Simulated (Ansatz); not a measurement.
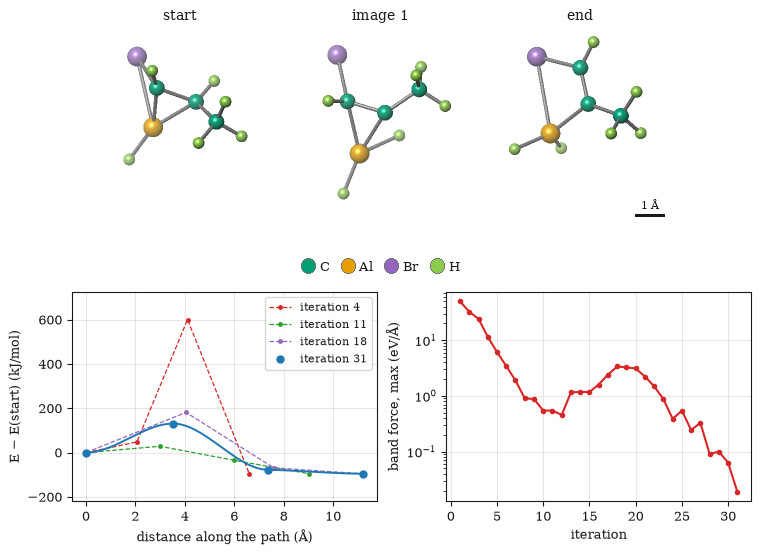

NEB run on C3H6AlBr. Images are numbered from 0 (start) to 3 (end). The plot follows the band through its iterations. The picture is a ball-and-stick view, seen from a free direction.

All numbers below come from RKS B3LYP-D4/def2-SVP (Ansatz 0.2.0). Settings: 2 movable images; climbing image; force threshold 0.05 eV/Å; iteration limit 60; starting path through a guess of the saddle point.

**Did the band converge, and can the barrier be trusted?**

The run is converged, with reservations. The band converged in 31 iterations. The largest component of the band force went from 50 to 0.019 eV/Å. The climbing image converged on the top of the path. Its curvatures weren't checked. So few images resolve the path coarsely. The first iteration put the highest image at 1634.6 kJ/mol. The energy climbs by 131.3 kJ/mol to image 1 and then falls by 226.4 kJ/mol, so the end point sits at −95.1 kJ/mol.

The run took 2.2 min on 2 threads of Intel(R) Xeon(R) 6975P-C (Granite Rapids), on a shared host, peak memory 0.34 GiB.
